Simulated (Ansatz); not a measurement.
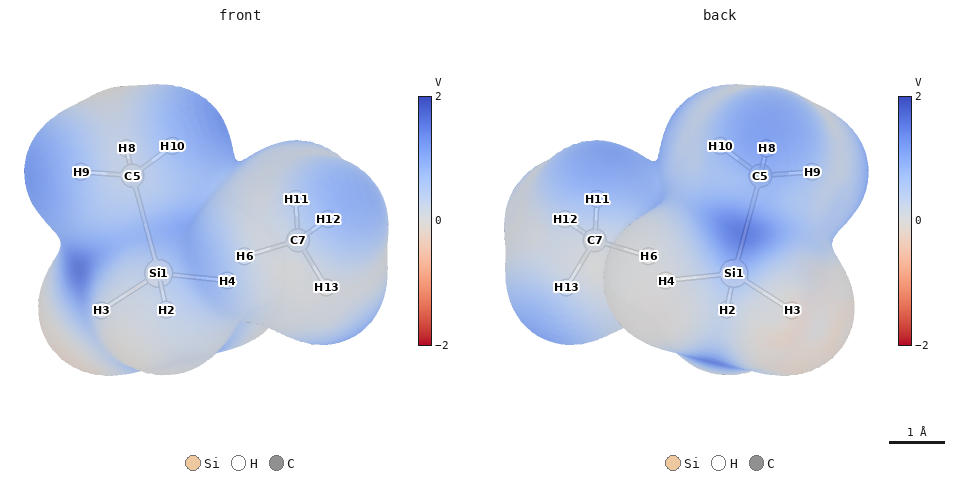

CH6Si···CH4. The electrostatic potential painted on the density surface at 0.004 e/bohr³, seen from the front and from behind; red is negative and blue positive.

Not at a stationary point (largest force 1.0 eV/Å).

The calculation used RKS B3LYP-D4/def2-mTZVP (Ansatz 0.2.0).

```json
{"atom": "Si", "x (Å)": "-0.5655", "y (Å)": "-1.2039", "z (Å)": "-0.2877"}
{"atom": "H", "x (Å)": "0.5591", "y (Å)": "-1.0593", "z (Å)": "-1.1805"}
{"atom": "H", "x (Å)": "-1.1017", "y (Å)": "-2.5840", "z (Å)": "-0.4228"}
{"atom": "H", "x (Å)": "-1.6371", "y (Å)": "-0.2679", "z (Å)": "-0.7016"}
{"atom": "C", "x (Å)": "-0.0433", "y (Å)": "-0.9238", "z (Å)": "1.5018"}
{"atom": "H", "x (Å)": "1.0486", "y (Å)": "0.7853", "z (Å)": "-0.8988"}
{"atom": "C", "x (Å)": "0.5206", "y (Å)": "1.7261", "z (Å)": "-0.9052"}
{"atom": "H", "x (Å)": "-0.8915", "y (Å)": "-1.0414", "z (Å)": "2.1790"}
{"atom": "H", "x (Å)": "0.7138", "y (Å)": "-1.6531", "z (Å)": "1.7975"}
{"atom": "H", "x (Å)": "0.3742", "y (Å)": "0.0706", "z (Å)": "1.6600"}
{"atom": "H", "x (Å)": "-0.1393", "y (Å)": "1.8063", "z (Å)": "-0.0442"}
{"atom": "H", "x (Å)": "1.2335", "y (Å)": "2.5506", "z (Å)": "-0.8802"}
{"atom": "H", "x (Å)": "-0.0715", "y (Å)": "1.7943", "z (Å)": "-1.8171"}
```

Where is the surface potential most negative and most positive?

The most negative region (about −0.1 V) lies over H3, the most positive (about +1.5 V) over Si1.
